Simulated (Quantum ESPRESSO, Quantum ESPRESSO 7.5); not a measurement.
# arsenene, 1 layer, rectangular cell, stepped through strain along the second axis

Wanted: a table for arsenene, 1 layer, rectangular cell against strain along the second axis, and what can be fitted to it.

Calculated with Quantum ESPRESSO 7.5; plane-wave DFT, PBE, GBRV ultrasoft pseudopotentials.

## 1. Set-up

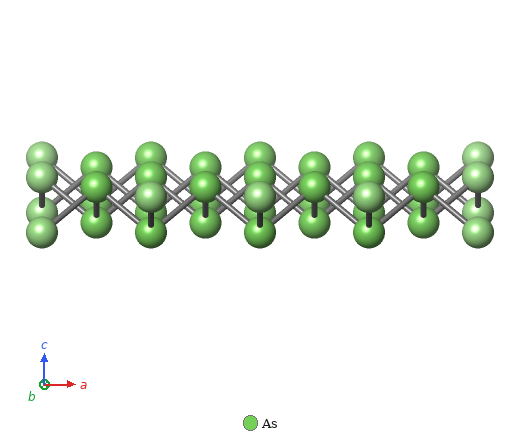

The cell as given, nearly edge on (arsenic green). 3×2×1 cells are drawn. Some periodic images of atoms are drawn too.

The cell holds 4 atoms: 4 As. Its edges and angles: a = 3.610 Å, b = 6.253 Å, c = 16.400 Å, α = 90.0°, β = 90.0°, γ = 90.0°. It derives from As. Vacuum lies along c.

Set-up: Cell and atoms are first relaxed; each strained cell is then held, the other axis too, and the atoms relax in it. A periodic run with 15 Å of vacuum in the starting cell gives the vacuum levels, and bands follow along a path.

Members -2, -1, 0, 1 and 2 took the same steps and show in the table alone.

## 2. Relaxing cell and ions of the reference

What the set-up leaves free in this member is relaxed.

The input, ref.relax.in:

```
&control
  prefix = 'ref.relax'
  outdir = './out'
  pseudo_dir = './pseudo'
  nstep = 80
  forc_conv_thr = 0.0004
  calculation = 'vc-relax'
  etot_conv_thr = 1e-06
/
&system
  ibrav = 0
  nat = 4
  ntyp = 1
  ecutwfc = 50
  ecutrho = 250
  occupations = 'smearing'
  smearing = 'fd'
  degauss = 0.004
/
&electrons
  conv_thr = 1e-09
  mixing_beta = 0.4
  electron_maxstep = 120
  mixing_mode = 'plain'
/
&ions
/
&cell
  cell_dofree = '2Dxy'
  press_conv_thr = 0.3
/
ATOMIC_SPECIES
  As  74.9216  as_pbe_v1.uspp.F.UPF
CELL_PARAMETERS angstrom
  3.61000000000000 0.00000000000000 0.00000000000000
  0.00000000000000 6.25270341532365 0.00000000000000
  0.00000000000000 0.00000000000000 16.40000000000000
ATOMIC_POSITIONS crystal
  As  0.500000000000 0.166666666600 0.457317073171
  As  0.000000000000 0.666666666700 0.457317073171
  As  0.999999999900 0.333333333400 0.542682926829
  As  0.500000000000 0.833333333400 0.542682926829
K_POINTS automatic
  8 6 1 0 0 0
```

Run with:

```console
> OMP_NUM_THREADS=1 mpirun -n 4 pw.x -nk 2 -in ref.relax.in > ref.relax.out
```

The program printed:

```text
Program PWSCF v.7.5 starts
[citation notice left out]

     Parallel version (MPI & OpenMP), running on       4 processor cores
     Number of MPI processes:                 4
     Threads/MPI process:                     1

     MPI processes distributed on     1 nodes
[...]
Current dimensions of program PWSCF are:
     Max number of different atomic species (ntypx) = 10
     Max number of k-points (npk) =  40000
     Max angular momentum in pseudopotentials (lmaxx) =  4
     Found identity + (  0.5000 -0.5000  0.0000) symmetry
     This is a supercell, fractional translations are disabled
     Message from routine setup:
     using ibrav=0 with symmetry is DISCOURAGED, use correct ibrav instead

     K-points division:     npool     =       2
     R & G space division:  proc/nbgrp/npool/nimage =       2
     Subspace diagonalization in iterative solution of the eigenvalue problem:
     a serial algorithm will be used

     Parallelization info
     --------------------
     sticks:   dense  smooth     PW     G-vecs:    dense   smooth      PW
     Min         804     643    186                83387    59681    9278
     Max         805     644    187                83392    59692    9285
     Sum        1609    1287    373               166779   119373   18563

     Using Slab Decomposition

     bravais-lattice index     =            0
     lattice parameter (alat)  =       6.8219  a.u.
     unit-cell volume          =    2498.1326 (a.u.)^3
     number of atoms/cell      =            4
     number of atomic types    =            1
     number of electrons       =        20.00
     number of Kohn-Sham states=           14
     kinetic-energy cutoff     =      50.0000  Ry
     charge density cutoff     =     250.0000  Ry
     scf convergence threshold =      1.0E-09
     mixing beta               =       0.4000
     number of iterations used =            8  plain     mixing
     energy convergence thresh.=      1.0E-06
     force convergence thresh. =      4.0E-04
     press convergence thresh. =      3.0E-01
     Exchange-correlation= SLA  PW   PBE  PBE
                           (   1   4   3   4   0   0   0)
     nstep                     =           80

     celldm(1)=   6.821911  celldm(2)=   0.000000  celldm(3)=   0.000000
     celldm(4)=   0.000000  celldm(5)=   0.000000  celldm(6)=   0.000000

     crystal axes: (cart. coord. in units of alat)
               a(1) = (   1.000000   0.000000   0.000000 )
               a(2) = (   0.000000   1.732051   0.000000 )
               a(3) = (   0.000000   0.000000   4.542936 )

     reciprocal axes: (cart. coord. in units 2 pi/alat)
               b(1) = (  1.000000  0.000000  0.000000 )
               b(2) = (  0.000000  0.577350  0.000000 )
               b(3) = (  0.000000  0.000000  0.220122 )

     PseudoPot. # 1 for As read from file:
     ./pseudo/as_pbe_v1.uspp.F.UPF
     Pseudo is Ultrasoft + core correction, Zval =  5.0
     Generated by new atomic code, or converted to UPF format
     Using radial grid of  875 points,  6 beta functions with:
                l(1) =   0
                l(2) =   0
                l(3) =   1
                l(4) =   1
                l(5) =   2
                l(6) =   2
     Q(r) pseudized with  8 coefficients,  rinner =    1.300   1.300   1.300
                                                       1.300   1.300

     atomic species   valence    mass     pseudopotential
     As                5.00    74.92160     As( 1.00)

      4 Sym. Ops., with inversion, found

   Cartesian axes

     site n.     atom                  positions (alat units)
         1        As     tau(   1) = (   0.5000000   0.2886751   2.0775623  )
         2        As     tau(   2) = (   0.0000000   1.1547005   2.0775623  )
         3        As     tau(   3) = (   1.0000000   0.5773503   2.4653740  )
         4        As     tau(   4) = (   0.5000000   1.4433757   2.4653740  )

     number of k points=    20  Fermi-Dirac smearing, width (Ry)=  0.0040
                       cart. coord. in units 2pi/alat
        k(    1) = (   0.0000000   0.0000000   0.0000000), wk =   0.0416667
        k(    2) = (   0.0000000   0.0962250   0.0000000), wk =   0.0833333
        k(    3) = (   0.0000000   0.1924501   0.0000000), wk =   0.0833333
        k(    4) = (   0.0000000  -0.2886751   0.0000000), wk =   0.0416667
        k(    5) = (   0.1250000   0.0000000   0.0000000), wk =   0.0833333
        k(    6) = (   0.1250000   0.0962250   0.0000000), wk =   0.1666667
        k(    7) = (   0.1250000   0.1924501   0.0000000), wk =   0.1666667
        k(    8) = (   0.1250000  -0.2886751   0.0000000), wk =   0.0833333
        k(    9) = (   0.2500000   0.0000000   0.0000000), wk =   0.0833333
        k(   10) = (   0.2500000   0.0962250   0.0000000), wk =   0.1666667
[...]
k(   20) = (  -0.5000000  -0.2886751   0.0000000), wk =   0.0416667

     Dense  grid:   166779 G-vectors     FFT dimensions: (  36,  60, 160)

     Smooth grid:   119373 G-vectors     FFT dimensions: (  32,  54, 144)

     Estimated max dynamical RAM per process >     202.81 MB

     Estimated total dynamical RAM >     770.54 MB

     Initial potential from superposition of free atoms

     starting charge      19.9990, renormalised to      20.0000

     negative rho (up, down):  1.562E-04 0.000E+00
     Starting wfcs are   16 randomized atomic wfcs

     total cpu time spent up to now is        1.2 secs

     per-process dynamical memory:    69.5 Mb

     Self-consistent Calculation

     iteration #  1     ecut=    50.00 Ry     beta= 0.40
     Davidson diagonalization with overlap
     ethr =  1.00E-02,  avg # of iterations =  2.0

     Threshold (ethr) on eigenvalues was too large:
     Diagonalizing with lowered threshold

     Davidson diagonalization with overlap
     ethr =  2.10E-04,  avg # of iterations =  2.6

     negative rho (up, down):  2.791E-05 0.000E+00

     total cpu time spent up to now is        5.5 secs

     total energy              =    -161.08643383 Ry
     estimated scf accuracy    <       0.04194001 Ry

     iteration #  2     ecut=    50.00 Ry     beta= 0.40
[...]
negative rho (up, down):  6.797E-05 0.000E+00

[...]
total energy              =    -161.08542278 Ry
     estimated scf accuracy    <       0.01245796 Ry

     iteration #  3     ecut=    50.00 Ry     beta= 0.40
[...]
negative rho (up, down):  9.618E-05 0.000E+00

[...]
total energy              =    -161.08645770 Ry
[...]
Diagonalizing with lowered threshold

     Davidson diagonalization with overlap
     ethr =  2.64E-09,  avg # of iterations =  4.0

     negative rho (up, down):  1.556E-04 0.000E+00

     total cpu time spent up to now is       49.9 secs

     total energy              =    -161.08677186 Ry
     estimated scf accuracy    <       0.00000047 Ry

[...]
iteration #  6     ecut=    50.00 Ry     beta= 0.40
[...]
negative rho (up, down):  1.555E-04 0.000E+00

[...]
End of self-consistent calculation

[...]
the Fermi energy is    -1.7723 ev

!    total energy              =    -161.08677191 Ry
     estimated scf accuracy    <          7.4E-12 Ry
     smearing contrib. (-TS)   =      -0.00000000 Ry
     internal energy E=F+TS    =    -161.08677190 Ry

     The total energy is F=E-TS. E is the sum of the following terms:
     one-electron contribution =    -196.54510753 Ry
     hartree contribution      =     102.19135931 Ry
     xc contribution           =    -125.99932265 Ry
     ewald contribution        =      59.26629896 Ry

     convergence has been achieved in   6 iterations

     negative rho (up, down):  1.555E-04 0.000E+00

     Forces acting on atoms (cartesian axes, Ry/au):

     atom    1 type  1   force =     0.00000000    0.00002472   -0.00002323
     atom    2 type  1   force =    -0.00000000    0.00002445   -0.00002312
     atom    3 type  1   force =     0.00000000   -0.00002445    0.00002312
     atom    4 type  1   force =     0.00000000   -0.00002472    0.00002323

     Total force =     0.000068     Total SCF correction =     0.000004

     Computing stress (Cartesian axis) and pressure

     negative rho (up, down):  1.555E-04 0.000E+00
          total   stress  (Ry/bohr**3)                   (kbar)     P=        0.11
   0.00000219   0.00000000   0.00000000            0.32        0.00        0.00
   0.00000000   0.00000068  -0.00000005            0.00        0.10       -0.01
   0.00000000  -0.00000005  -0.00000053            0.00       -0.01       -0.08

     Energy error            =      2.2E-06 Ry
     Gradient error          =      2.5E-05 Ry/Bohr
     Cell gradient error     =      3.2E-01 kbar

     number of scf cycles    =   3
     number of bfgs steps    =   2

     enthalpy           old  =    -161.0867697164 Ry
     enthalpy           new  =    -161.0867719077 Ry

     CASE: enthalpy          _new < enthalpy          _old

     new trust radius        =       0.0007248690 bohr
     new conv_thr            =            1.0E-11 Ry

     new unit-cell volume =   2498.69627 a.u.^3 (   370.26859 Ang^3 )
     density =      1.34400 g/cm^3

CELL_PARAMETERS (angstrom)
   3.610728246   0.000000000   0.000000000
   0.000000000   6.252852951   0.000000000
   0.000000000   0.000000000  16.400000000

ATOMIC_POSITIONS (crystal)
As               0.5000000000        0.1666803504        0.4574104344
As              -0.0000000000        0.6666803489        0.4574104340
As               0.9999999999        0.3333196512        0.5425895660
As               0.5000000000        0.8333196496        0.5425895656

[...]
NEW-OLD atomic charge density approx. for the potential
     New effective cutoffs (rho, wfc):  249.98   50.00

     negative rho (up, down):  1.554E-04 0.000E+00

     total cpu time spent up to now is       65.3 secs

     per-process dynamical memory:    78.1 Mb

[...]
!    total energy              =    -161.08677228 Ry
[...]
Total force =     0.000195     Total SCF correction =     0.000002
[...]
number of bfgs steps    =   3
[...]
WARNING: bfgs curvature condition failed, Theta= 0.973
     new trust radius        =       0.0010872748 bohr
[...]
!    total energy              =    -161.08677281 Ry
[...]
Total force =     0.000264     Total SCF correction =     0.000002
[...]
Self-consistent Calculation

     iteration #  1     ecut=    50.00 Ry     beta= 0.40
     Davidson diagonalization with overlap
     c_bands:  1 eigenvalues not converged
     c_bands:  1 eigenvalues not converged
     c_bands:  1 eigenvalues not converged
     c_bands:  1 eigenvalues not converged
     c_bands:  1 eigenvalues not converged
     c_bands:  1 eigenvalues not converged
     ethr =  1.00E-06,  avg # of iterations = 18.1

     negative rho (up, down):  2.836E-05 0.000E+00

     total cpu time spent up to now is      103.8 secs

     total energy              =    -161.08764765 Ry
     estimated scf accuracy    <       0.04172336 Ry

[...]
iteration # 10     ecut=    50.00 Ry     beta= 0.40
[...]
negative rho (up, down):  1.555E-04 0.000E+00

[...]
End of self-consistent calculation

          k = 0.0000 0.0000 0.0000 ( 14985 PWs)   bands (ev):

   -16.0134 -13.6018 -11.6744  -9.7490  -5.9669  -4.4409  -4.1311  -3.1138
    -2.5740  -2.5714  -0.6360  -0.6011   0.5677   0.9205

          k = 0.0000 0.0962 0.0000 ( 14959 PWs)   bands (ev):

   -15.9218 -13.9739 -11.2408  -9.7377  -6.0966  -4.3559  -3.8541  -3.4601
    -3.0704  -2.7793  -0.7479  -0.0149   0.7774   0.8093

          k = 0.0000 0.1924 0.0000 ( 14908 PWs)   bands (ev):

   -15.6499 -14.6213 -10.4871  -9.7510  -6.1694  -4.7691  -4.1071  -3.3289
    -3.2346  -2.9784  -0.9530  -0.3197   1.2691   1.4873

          k = 0.0000-0.2887 0.0000 ( 14926 PWs)   bands (ev):

   -15.2076 -15.2076  -9.9448  -9.9448  -5.7618  -5.7618  -3.7162  -3.7162
    -2.9917  -2.9917  -0.8418  -0.8418   1.8363   1.8363

          k = 0.1250 0.0000 0.0000 ( 14925 PWs)   bands (ev):

   -15.8592 -13.4426 -11.7413  -9.7343  -6.1253  -4.9289  -4.1231  -3.8370
    -3.0465  -2.9478   0.2734   0.3201   0.4969   0.5882

          k = 0.1250 0.0962 0.0000 ( 14930 PWs)   bands (ev):

   -15.7684 -13.8272 -11.3085  -9.7361  -6.1032  -5.0836  -4.3075  -3.7619
    -3.0751  -3.0084  -0.0616   0.0272   0.8659   1.0984

[...]
the Fermi energy is    -1.7746 ev

!    total energy              =    -161.08677324 Ry
     estimated scf accuracy    <          8.9E-12 Ry
     smearing contrib. (-TS)   =      -0.00000000 Ry
     internal energy E=F+TS    =    -161.08677323 Ry

     The total energy is F=E-TS. E is the sum of the following terms:
     one-electron contribution =    -196.51345080 Ry
     hartree contribution      =     102.17470732 Ry
     xc contribution           =    -125.99915251 Ry
     ewald contribution        =      59.25112276 Ry

     convergence has been achieved in  10 iterations

     negative rho (up, down):  1.555E-04 0.000E+00

     Forces acting on atoms (cartesian axes, Ry/au):

     atom    1 type  1   force =     0.00000000    0.00001336   -0.00013061
     atom    2 type  1   force =    -0.00000000    0.00001337   -0.00013064
     atom    3 type  1   force =     0.00000000   -0.00001337    0.00013064
     atom    4 type  1   force =     0.00000000   -0.00001336    0.00013061

     Total force =     0.000263     Total SCF correction =     0.000003

     Computing stress (Cartesian axis) and pressure

     negative rho (up, down):  1.555E-04 0.000E+00
          total   stress  (Ry/bohr**3)                   (kbar)     P=        0.10
   0.00000186   0.00000000   0.00000000            0.27        0.00        0.00
   0.00000000   0.00000057  -0.00000003            0.00        0.08       -0.00
   0.00000000  -0.00000003  -0.00000030            0.00       -0.00       -0.04

[...]
=------------------------------------------------------------------------------=
   JOB DONE.
=------------------------------------------------------------------------------=
```

It took 2.2 min on 4 MPI ranks of Arm Neoverse V1, shared host; peak memory 0.88 GiB; 8.7 min of CPU time.

Little changed from the start: no atom moved by 0.005 Å and no cell edge by 0.1 %.

 The last row is no step: it is a fresh SCF in the final cell with a new plane-wave basis, -0 meV from the row before.

This step gave:

- free energy: -2191.6972 eV
- Fermi energy: -1.775 eV

(Continued in part 2 of 5.)

[Logs are printed without paths, hosts, clocks, repeated set-up lines and the standing remarks that a program may print on its own settings, such as how far it seeks lower states.]

[Hosts, paths, dates, database ids (printed as entryN), source tags and the programs' standing remarks are cut or masked in the printed files.]

[Maps of the electrostatic potential energy from Ansatz leave out the sawtooth potential of an applied field or a dipole correction, so their vacuum need not be flat; planar profiles and work functions include it.]
